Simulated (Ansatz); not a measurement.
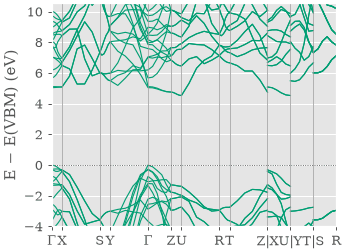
Figure. Band structure from the program Ansatz at the r²SCAN level (PAW)

Read off the gap and where the band edges lie.

About 4.5 eV (4.53 eV by a search for the band edges); maximum at Γ, minimum at U.

Which compound is it?
A) ZrO2, Pnma (Zr on 4c, O on 4c, O on 4c)
B) GeS2F12, Pnnm (Pearson symbol oP30)
C) C, Pnma (C on 4c, C on 4c, C on 4c, C on 4c)
D) HfO2, Pnma (Hf on 4c, O on 4c, O on 4c)

C, C, Pnma (C on 4c, C on 4c, C on 4c, C on 4c)

The start of the workflow was typed in or built on a structure type; neither database checked (COD, Materials Project) lists it. It is not the phase usual at ambient conditions (space group No. 194, 227). The r²SCAN relaxation kept the symmetry of its start; its stability against distortions is not shown here.

Potentials: the later of the program's two PAW sets.
